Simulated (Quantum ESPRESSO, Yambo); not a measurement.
**ZnSe (Stilleite): changed settings of a GW run in Yambo**

A base run on ZnSe (Stilleite), then changed inputs.

Main program and level: Yambo 5.3.0; PBE and many-body steps on it, plane waves.

### 1. Set-up

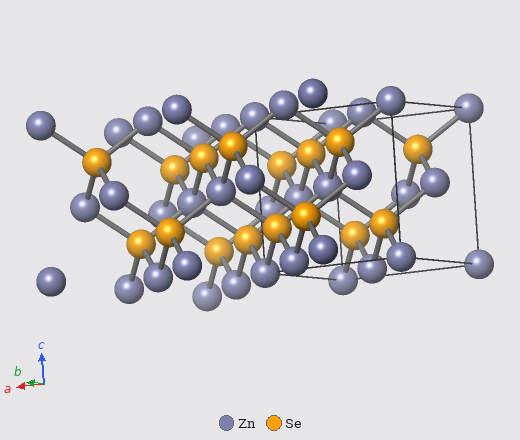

Start, viewed from a free direction; zinc blue, selenium orange. 2×2×1 cells are drawn. This picture shows the conventional cell, with its axes. Bonds to atoms that aren't drawn are left out. Some periodic images of atoms are drawn too.

Structure file:

```
Zn Se
1.0
     0.00000    2.83380    2.83380
     2.83380    0.00000    2.83380
     2.83380    2.83380    0.00000
Zn Se
1 1
Cartesian
  0.0000 0.0000 0.0000
  1.4169 1.4169 1.4169
```

The cell and positions come from the Crystallography Open Database and are kept as given unless a step says otherwise.

### 2. Base

This step: Yambo 5.3.0; G0W0 on PBE, plane waves, norm-conserving pseudopotentials.

G0W0 replaces the xc potential by the self-energy, built once from these orbitals. Only a window of levels is corrected, while the sums run over the empty bands that the input names.

The input, gw2.in:

```
HF_and_locXC
gw0
dyson
ppa
em1d
rim_cut
RandQpts= 1000000
RandGvec= 1 RL
EXXRLvcs= 104 Ry
VXCRLvcs= 416 Ry
Chimod= "HARTREE"
% BndsRnXp
 1 | 241 |
%
NGsBlkXp= 17 Ry
% LongDrXp
 1 | 1 | 1 |
%
% GbndRnge
 1 | 241 |
%
DysSolver= "n"
ExtendOut
PPAPntXp= 27.21138 eV
% QPkrange
 1 | 1 | 21 | 24 |
%
```

On the command line:

```console
$ OMP_NUM_THREADS=1 mpirun -n 8 yambo -F gw2.in -J gw2 -C gw2 > gw2.log
```

The program printed:

```text
 Yambo, version 5.3.0

 [02] CORE Variables Setup
 =========================

  [... cell, symmetries and grids as in the set-up ...]

  [02.05] Energies & Occupations
  ==============================

  [X] === General ===
  [X] Electronic Temperature                        :  0.000000  0.000000 [eV K]
  [X] Bosonic    Temperature                        :  0.000000  0.000000 [eV K]
  [X] Finite Temperature mode                       : no
  [X] El. density                                   :  0.96675E+24 [cm-3]
  [X] Fermi Level                                   :  8.779089 [eV]

  [X] === Gaps and Widths ===
  [X] Conduction Band Min                           :  1.291205 [eV]
  [X] Valence Band Max                              :  0.000000 [eV]
  [X] Filled Bands                                  :  22
  [X] Empty Bands                                   :    23   559
  [X] Direct Gap                                    :  1.291205 [eV]
  [X] Direct Gap localized at k                     :  1
  [X] Indirect Gap                                  :  1.291205 [eV]
  [X] Indirect Gap between kpts                     :  1  1
  [X] Last valence band width                       :  2.657666 [eV]
  [X] 1st conduction band width                     :  4.197883 [eV]

 [03] Transferred momenta grid and indexing
 ==========================================

 IBZ Q-points                                      :   8
 BZ  Q-points                                      :   64

 K/Q-points units:
 rlu = crystal or reduced units; cc = cartesian coordinates; iku = interal k-units

 Q [1]          [rlu]:  0.000000  0.000000  0.000000
 Q [2]          [rlu]:  0.33641E-17  0.33641E-17  0.25000
 Q [3]          [rlu]: -0.67283E-17 -0.67283E-17 -0.50000
 Q [4]          [rlu]: -0.60307E-17  0.25000      0.25000
 Q [5]          [rlu]: -0.10514E-16  0.25000      0.50000
 Q [6]          [rlu]: -0.67283E-17  0.25000     -0.25000
 Q [7]          [rlu]:  0.12061E-16 -0.50000     -0.50000
 Q [8]          [rlu]:  0.250000 -0.500000 -0.250000

 [04] Coloumb potential Random Integration (RIM)
 ===============================================

  [04.01] RIM initialization
  ==========================

  * Diagonal components only detected *

  8 x (sBL volume)        :  0.100952 [a.u.]
  sBZ random points       :  1000000
  Points outside the sBZ  :   7968281
  RL volume               :  0.807617 [a.u.]
  Integrated volume       :  0.810832 [a.u.]

  [04.02] RIM integrals
  =====================

  Gamma point sphere radius             :  0.084461 [a.u.]
  Points outside the sphere             :   800476
  [Int_sBZ(q=0) 1/q^2]*(Vol_sBZ)^(-1/3) =:  7.776341
                                 should be <:  7.795600

  Summary of Coulomb integrals for non-metallic bands |Q|[au] RIM/Bare

  Q [1] 0.100000E-4 0.997530 * Q [2] 0.254029 1.068455
  Q [4] 0.293327 1.068048 * Q [6] 0.414827 1.030576
  Q [5] 0.486428 1.023062 * Q [3] 0.508057 1.020719
  Q [7] 0.586654 1.016898 * Q [8] 0.655899 1.013831

 [WARNING] [Xp] User bands 1-241 break level degeneracy

 [05] Dipoles
 ============

  [05.01] Setup: observables and procedures
  =========================================

 [06] Dynamic Dielectric Matrix (PPA)
 ====================================

 [SLK-Inversion]  Pools        :  2
 [SLK-Inversion]  BLACS grid   :  2  2

 [WR./gw2//ndb.pp]---------------------------------------------------------------
  Brillouin Zone Q/K grids (IBZ/BZ)                :    8   64    8   64
  RL vectors                                       :   6615 [WF]
  Coulomb cutoff potential                         : none
  Electronic Temperature                           :  0.000000 [K]
  Bosonic    Temperature                           :  0.000000 [K]
  PPA    diel. fun.  energies                      : Perdew, Burke & Ernzerhof(X)+Perdew, Burke & Ernzerhof(C)
  wavefunctions                                    : Perdew, Burke & Ernzerhof(X)+Perdew, Burke & Ernzerhof(C)
  Global Gauge                                     : length
  X matrix size                                    :   387
  X band range                                     :    1  241
  X e/h energy range                               : -1.000000 -1.000000 [eV]
  X Time ordering                                  : R
  X Hxc Kernel                                     : HARTREE
  X Drude frequency                                :  0.000000  0.000000
  X poles                                          :  100.0000 [o/o]
  RL vectors in the sum                            :   6615
  [r,Vnl] included                                 : yes
  Field direction                                  :  0.577350E-5  0.577350E-5  0.577350E-5
  BZ energy Double Grid                            : no
  BZ energy DbGd points                            : 0
  BZ Q point size factor                           : -1.000000
  X Optical Averaged directions                    : none

 [07] Local Exchange-Correlation + Non-Local Fock
 ================================================

 [VXC] Plane waves :   44039
 [EXS] Plane waves :   5601

 QP @ state[ 1 ] K range:  1  1
 QP @ state[ 1 ] b range:  21  24

 [xc] Functional : Perdew, Burke & Ernzerhof(X)+Perdew, Burke & Ernzerhof(C)
 [xc] LIBXC used to calculate xc functional
  PP Number of Atomic Species                      :  2
  NLCC RL compoments                               :   44039
  PP Number of Atomic Species                      :  2
  NLCC RL compoments                               :   44039

 [xc] E_xc :  -44.07142 [Ha]
      E_xc :  -88.14284 [Ry]

  Local XC kind (lXC) : Perdew, Burke & Ernzerhof(X)+Perdew, Burke & Ernzerhof(C)
  Non-Local XC kind (nlXC) : Hartree-Fock

  Corrections @ K [1] :  [eV]
 <21|nlXC|21> = -19.77204 -0.41030E-17 <21|lXC|21> = -17.09314  0.000000
 <22|nlXC|22> = -19.77192  0.11510E-16 <22|lXC|22> = -17.09314  0.23602E-16
 <23|nlXC|23> = -8.904226  0.17650E-17 <23|lXC|23> = -12.79076  0.94408E-16
 <24|nlXC|24> = -6.297340  0.64940E-18 <24|lXC|24> = -11.02908 -0.94408E-16

 [08] Dyson equation: Newton solver
 ==================================

  [08.01] G0W0 (W PPA)
  ====================

  [  GW  ] Bands range     :    1  241
  [GW/PPA] G damping       :  0.100000 [eV]

  QP @ state[ 1 ] K range:  1  1
  QP @ state[ 1 ] b range:  21  24

   Sc/G bands                                       :    1  241
   Sc/G damping                                     :  0.100000 ev
   Sc bands terminator                              : no
   Sx RL components                                 :   5601

   QP @ state[ 1 ] K range                          :  1  1
   QP @ state[ 1 ] b range                          :  21  24
   GF energies kind                                 : Perdew, Burke & Ernzerhof(X)+Perdew, Burke & Ernzerhof(C)
   GF WF`s kind                                     : Perdew, Burke & Ernzerhof(X)+Perdew, Burke & Ernzerhof(C)
   Xs energies kind                                 : Perdew, Burke & Ernzerhof(X)+Perdew, Burke & Ernzerhof(C)
   Xs WF`s kind                                     : Perdew, Burke & Ernzerhof(X)+Perdew, Burke & Ernzerhof(C)

 [11] Game Over & Game summary
```

The job ended after 4.4 min (8 MPI ranks of Arm Neoverse V1, shared host; peak memory 4.6 GiB).

Numbers from this step:

```
G0W0 gap on the points computed              : 2.039 eV
starting gap on the mesh                     : 1.291 eV
k of the valence top                         : 0, 0, 0
k of the conduction bottom                   : 0, 0, 0
least direct G0W0 gap on the computed points : 2.039 eV
Z at the valence top                         : 0.7958
Z at the conduction bottom                   : 0.8127
```

The gap on the mesh goes from 1.29 eV to 2.04 eV, a correction of +0.75 eV.

### 3. Scissors in G

gw6.in, as its differences from gw2.in of step 2:

```diff
@@ -27 +27,4 @@
 %
+% GfnQP_E
+ 0.5 | 1.0 | 1.0 |
+%
```

On the command line:

```console
$ OMP_NUM_THREADS=1 mpirun -n 8 yambo -F gw6.in -J gw6,gw2_W -C gw6 > gw6.log
```

The program printed:

```text
 Yambo, version 5.3.0

 [02] CORE Variables Setup
 =========================

  [... cell, symmetries and grids as in the set-up ...]

  [02.05] Energies & Occupations
  ==============================

  [X] === General ===
  [X] Electronic Temperature                        :  0.000000  0.000000 [eV K]
  [X] Bosonic    Temperature                        :  0.000000  0.000000 [eV K]
  [X] Finite Temperature mode                       : no
  [X] El. density                                   :  0.96675E+24 [cm-3]
  [X] Fermi Level                                   :  8.779089 [eV]

  [X] === Gaps and Widths ===
  [X] Conduction Band Min                           :  1.291205 [eV]
  [X] Valence Band Max                              :  0.000000 [eV]
  [X] Filled Bands                                  :  22
  [X] Empty Bands                                   :    23   559
  [X] Direct Gap                                    :  1.291205 [eV]
  [X] Direct Gap localized at k                     :  1
  [X] Indirect Gap                                  :  1.291205 [eV]
  [X] Indirect Gap between kpts                     :  1  1
  [X] Last valence band width                       :  2.657666 [eV]
  [X] 1st conduction band width                     :  4.197883 [eV]

 [03] Transferred momenta grid and indexing
 ==========================================

 IBZ Q-points                                      :   8
 BZ  Q-points                                      :   64

 K/Q-points units:
 rlu = crystal or reduced units; cc = cartesian coordinates; iku = interal k-units

 Q [1]          [rlu]:  0.000000  0.000000  0.000000
 Q [2]          [rlu]:  0.33641E-17  0.33641E-17  0.25000
 Q [3]          [rlu]: -0.67283E-17 -0.67283E-17 -0.50000
[...]
[G+QP] Indirect Gap                               :  1.791205 [eV]
  [G+QP] Indirect Gap between kpts                  :  1  1
  [G+QP] Last valence band width                    :  2.657666 [eV]
  [G+QP] 1st conduction band width                  :  4.197883 [eV]

  [coarse-grid] Minimum Bare Gap        [ev]:  1.291205
  [coarse-grid] Minimum Gap Correction  [ev]:  0.500000

  Eqp @ K [1]
  -207.2221 -146.7002 -146.7002 -146.7002 -125.2451  -79.4047  -79.4047  -79.4047
  -46.87564 -46.87564 -46.87564 -46.87154 -46.87154 -13.25808  -6.54231  -6.54231
   -6.5423      -6.1742      -6.1742     -0.44787E-11 -0.32869E-11   0.0000       1.7912       6.3138
[...]
Eqp @ K [2]
[...]
Eqp @ K [3]
[...]
Eqp @ K [4]
[...]
Eqp @ K [5]
[...]
[... 2 further k-points ...]
  Eqp @ K [8]
[...]
20.02171  20.34500  20.64734  22.49232  22.61020  25.06297  27.06590  27.35077
   27.76712  27.90392  28.41862  29.36436  29.46219  31.07898  35.98344  36.16737

 [06] Dipoles
 ============

  [06.01] Setup: observables and procedures
  =========================================

 [07] Dynamic Dielectric Matrix (PPA)
 ====================================

   Sc/G bands                                       :    1  241
   Sc/G damping                                     :  0.100000 ev
   Sc bands terminator                              : no
   Sx RL components                                 :   5601

   QP @ state[ 1 ] K range                          :  1  1
   QP @ state[ 1 ] b range                          :  21  24
   GF energies kind                                 : Perdew, Burke & Ernzerhof(X)+Perdew, Burke & Ernzerhof(C)+ user defined corrections @E
   GF WF`s kind                                     : Perdew, Burke & Ernzerhof(X)+Perdew, Burke & Ernzerhof(C)
   Xs energies kind                                 : Perdew, Burke & Ernzerhof(X)+Perdew, Burke & Ernzerhof(C)
   Xs WF`s kind                                     : Perdew, Burke & Ernzerhof(X)+Perdew, Burke & Ernzerhof(C)

 [12] Game Over & Game summary
```

Wall time 50 s (8 MPI ranks); peak memory 4.4 GiB; 6.7 min of CPU time.

Numbers from this step:

```yaml
g0w0_gap_on_the_points_computed: 2.090 eV
starting_gap_on_the_mesh: 1.291 eV
k_of_the_valence_top: 0, 0, 0
k_of_the_conduction_bottom: 0, 0, 0
least_direct_g0w0_gap_on_the_computed_points: 2.090 eV
z_at_the_valence_top: 0.7968
z_at_the_conduction_bottom: 0.8178
```

The program's own table gives 2.181 eV, which is too large where the input levels are shifted: this version takes Σc at the unshifted level E₀, yet steps from the shifted one. The value above is the Newton step from E₀, E₀ + Z(Σc + Σx − Vxc), rebuilt from the printed columns.

### 4. Side by side

Times are wall times on 8 MPI ranks of Arm Neoverse V1, shared host, good to a factor of about two.

```
          run   mesh  bands  screening cutoff (eV)  DFT gap (eV)  gap on the mesh (eV)  direct (eV)     time
         base  4×4×4    241                  231.3         1.291                 2.039        2.039  4.4 min
scissors in G  4×4×4    241                  231.3         1.291                 2.090        2.090     50 s
```

### 5. What came out

* base: 2.039 eV
* scissors in G: 2.090 eV
* known limits: not at the basis limit; no spin-orbit coupling; coarse k mesh

In words: Scissors in G: +0.051 eV against base (keys changed: GfnQP_E). Bands and cutoff are finite, so the gap is not at the basis limit. The miss can reach some tenths of an eV and take either sign; the mesh is an error of its own. In the G0W0 runs levels were corrected at 1 k point alone, so a gap called «on the mesh» is the least over those, and an edge elsewhere would be missed. The 4×4×4 mesh is coarse for this cell, which bears on the long-range parts of exchange and screening. The many-body steps are scalar-relativistic: spin-orbit coupling is not in them.

[Paths, hosts, dates, memory and timing lines, banners, echoed tables and standing remarks are left out of the program output.]

[Logs are printed without paths, hosts, clocks, repeated set-up lines and the standing remarks that a program may print on its own settings, such as how far it seeks lower states.]

[Runs of the session that timed out or met a known fault of the program may be left out.]

[Hosts, paths, dates, database ids (printed as entryN), source tags and the programs' standing remarks are cut or masked in the printed files.]
